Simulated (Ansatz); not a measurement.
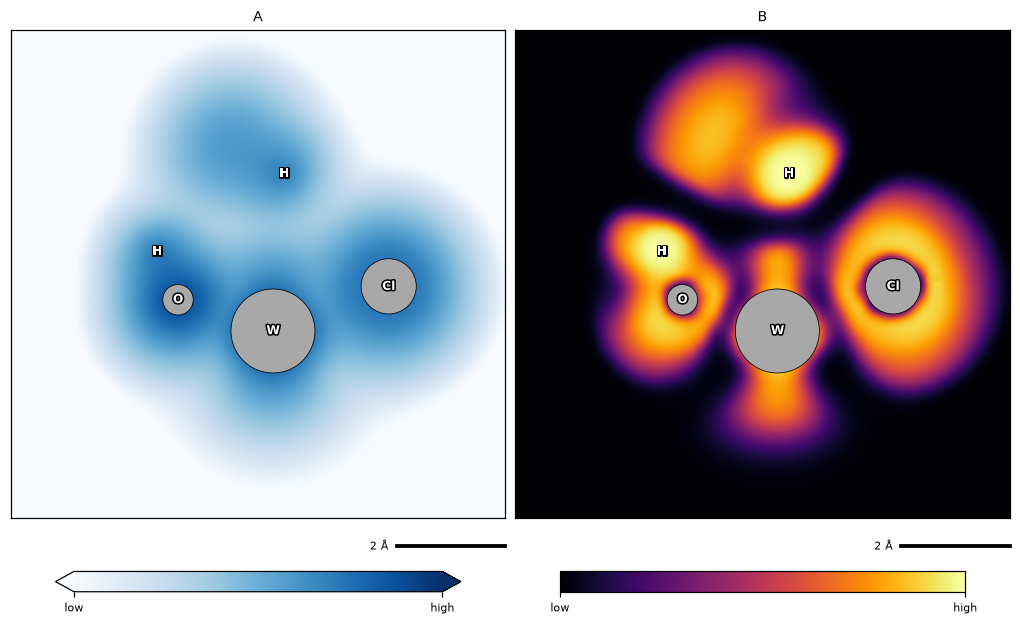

Cl$_{2}$H$_{2}$O$_{2}$W···HCl: 2 fields on the plane of atoms W1, O6 and H7, with unlabelled colour scales. Grey discs cover the atomic cores.

Core potentials replace the inner electrons of W; not at a stationary point (largest force 1.1 eV/Å).

The calculation used RKS PBE0-D4/def2-SVP (Ansatz 0.2.0).

### Match the panels to the quantities (electron density and electron localisation function).

Panel A: electron density. Panel B: electron localisation function. From the grid: W1···H2 (2.92 Å): the density falls to about 0.09 e/Å³ on the way; the ELF dips to about 0.10 between them. W–O (1.85 Å): ρ is about 1.2 e/Å³ halfway; the ELF peaks at about 0.85 in the valence shell of O, 0.6 Å from its nucleus, and drops to about 0.25 between the two atoms.
